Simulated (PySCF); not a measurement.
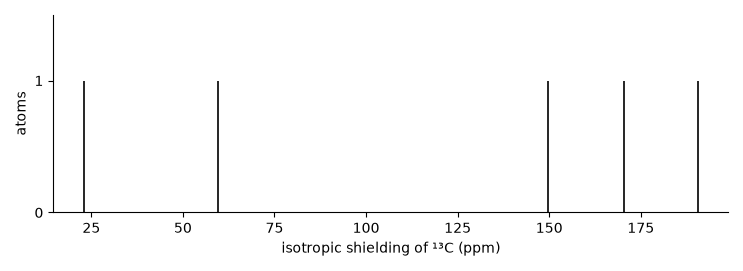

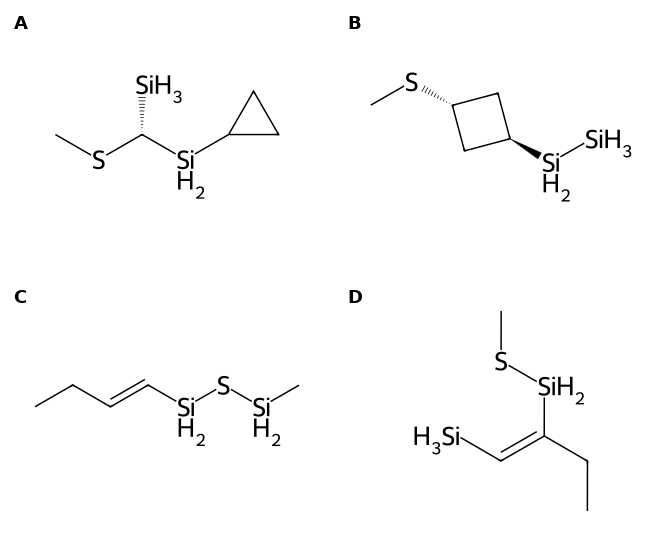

The sticks are computed shieldings of one of the molecules, for one fixed geometry (GFN2-xTB) without averaging over rotations. Low shielding means a high chemical shift. Method: GIAO PBE0/pcSseg-1 NMR shielding, non-relativistic, gas phase (PySCF 2.14.0).

Match the spectrum to a structure.

C, `CC/C=C/[SiH2]S[SiH2]C`. Its 5 C atoms give lines at 23.0, 59.5, 149.7, 170.3, 190.6 ppm.

The geometry is semi-empirical. Around Si such bond lengths and angles can be off by a tenth of an ångström or more and by several degrees, and values that hang on the shape move with them.
